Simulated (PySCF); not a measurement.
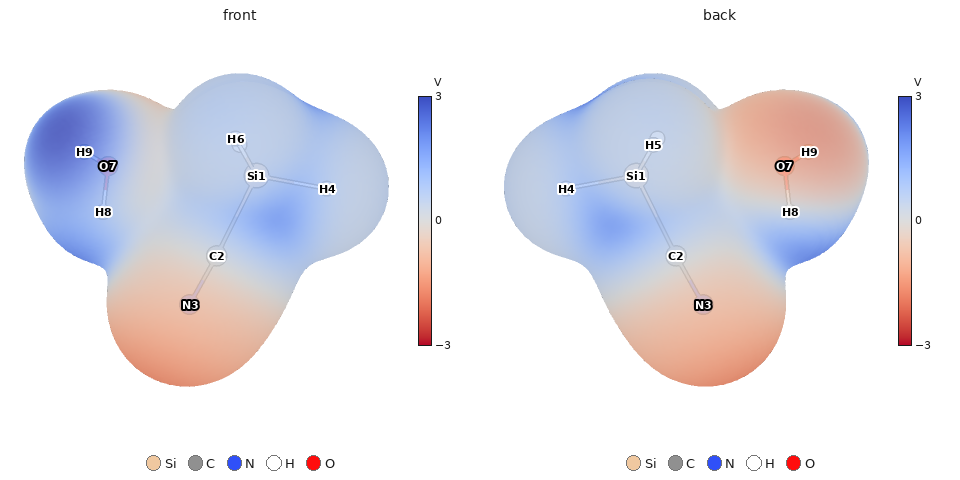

The picture shows: CH$_{3}$NSi···H$_{2}$O (SMILES N#C[SiH3].O). The electrostatic potential painted on the density surface at 0.002 e/bohr³, seen from the front and from behind; the colour scale runs from red (negative) to blue (positive).

Geometry: PBE0-D3(BJ)/def2-SVPD.

All numbers below come from wB97M-D3(BJ)/def2-TZVPD, SCF density, gas phase (PySCF).

The calculation's input:

```
{"job": {"kind": "inter", "xc": "wB97M-D3(BJ)", "basis": "def2-TZVPD", "pairs": false}, "charge": 0, "multiplicity": 1, "parts": [{"atoms": "0-5", "charge": 0, "multiplicity": 1}, {"atoms": "6-8", "charge": 0, "multiplicity": 1}]}
Si     0.432205    -0.204994     0.395573
C     -0.905460     0.391462    -0.761036
N     -1.723568     0.720078    -1.513578
H      0.375208     0.697017     1.579207
H      0.114839    -1.601128     0.779731
H      1.735175    -0.060313    -0.298876
O      0.272781    -1.878753    -2.202263
H     -0.497425    -1.398378    -2.524839
H      0.938266    -1.773940    -2.887387
```

Command:

```sh
OMP_NUM_THREADS=1 python cluster_run.py task.json out
```

> Where is the surface potential most negative and most positive?

The most negative region (about −1.6 V) lies over N3, the most positive (about +2.6 V) over H9. N3 is the likeliest acceptor of a hydrogen bond.
